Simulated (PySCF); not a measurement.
**OF (Oxygen monofluoride): UBHLYP/aug-cc-pVTZ**

What is the vertical electron affinity of OF (Oxygen monofluoride) at UBHLYP/aug-cc-pVTZ? The job is set up through a Python script.

The results are computed with PySCF 2.14.0.

1 further run of the same task is left out (set aside as unsound or not needed).

### 1 The molecule

OF has 2 atoms, charge 0, and is taken as a doublet. SMILES: `[O]F`. The shape is that of a PBE0-D4/def2-TZVP optimisation.

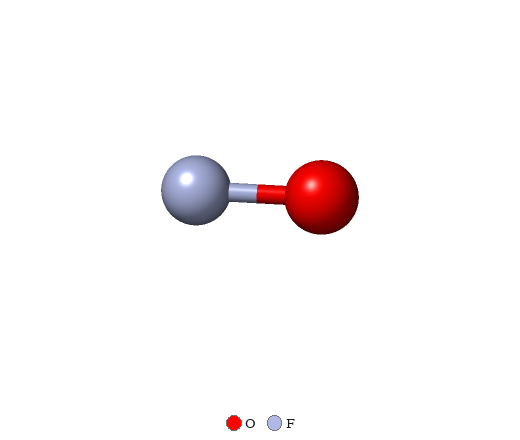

The structure, seen from a chosen angle (oxygen red, fluorine light blue).

### 2 The energy at UBHLYP/aug-cc-pVTZ

job.py

```python
from pyscf import gto, dft

mol = gto.M(
    atom='''
O    0.000000   0.000000  -0.015950
F    0.000000   0.000000   1.314400
''',
    spin=1,
    charge=0,
    basis='aug-cc-pvtz',
    max_memory=1860,
    verbose=3,
)

calc0 = dft.UKS(mol)
calc0.xc = 'bhandhlyp'
calc0.conv_tol = 1e-10
calc0.grids.level = 5
calc0.kernel()
if not calc0.converged:
    calc0 = calc0.newton().run(calc0.mo_coeff, calc0.mo_occ)

etot = calc0.e_tot
print('E = %.10f Eh' % etot)
```

Command:

```
$ OMP_NUM_THREADS=1 python job.py
```

The log of the run:

```text
WARN: HOMO -0.336403880536014 >= LUMO -0.336403880536015

converged SCF energy = -174.87135123176  <S^2> = 0.75533071  2S+1 = 2.0053236
E = -174.8713512318 Eh
```

It took 11 s on 1 thread of Arm Neoverse V2, shared host; peak memory 0.43 GiB.

### 3 The singlet anion

run.py

```python
from pyscf import gto, dft

system = gto.Mole()
system.atom = [
    ('O', (0.000000, 0.000000, -0.015950)),
    ('F', (-0.000000, -0.000000, 1.314400)),
]
system.max_memory = 1860
system.basis = 'aug-cc-pvtz'
system.spin = 0
system.charge = -1
system.verbose = 3
system.build()

calc0 = dft.RKS(system, xc='bhandhlyp')
calc0.conv_tol = 1e-10
calc0.grids.level = 5
calc0.kernel()
if not calc0.converged:
    calc0 = calc0.newton().run(calc0.mo_coeff, calc0.mo_occ)

etot = calc0.e_tot
print('E = %.10f Eh' % etot)
```

Command:

```
$ OMP_NUM_THREADS=1 python run.py
```

The log of the run:

```text
converged SCF energy = -174.929380212165
E = -174.9293802122 Eh
```

It took 5.1 s on 1 thread of Arm Neoverse V2, shared host; peak memory 0.42 GiB.

### 4 Summary of results

Level: UBHLYP/aug-cc-pVTZ.

```
                                                            quantity          value
                                            doublet OF: total energy  -174.87135 Eh
                                           doublet OF: dipole moment         0.13 D
                      doublet OF: HOMO energy (highest over α and β)      -11.35 eV
                       doublet OF: LUMO energy (lowest over α and β)       -2.93 eV
                                                    doublet OF: ⟨S²⟩          0.755
                                         singlet anion: total energy  -174.92938 Eh
                                          singlet anion: HOMO energy       -0.54 eV
                                          singlet anion: LUMO energy        6.58 eV
singlet anion: HOMO–LUMO gap (to an unbound level, set by the basis)        7.12 eV
                   vertical electron affinity (to the singlet anion)       1.579 eV
```

At fixed nuclei the extra electron is bound by 1.58 eV (152 kJ/mol).
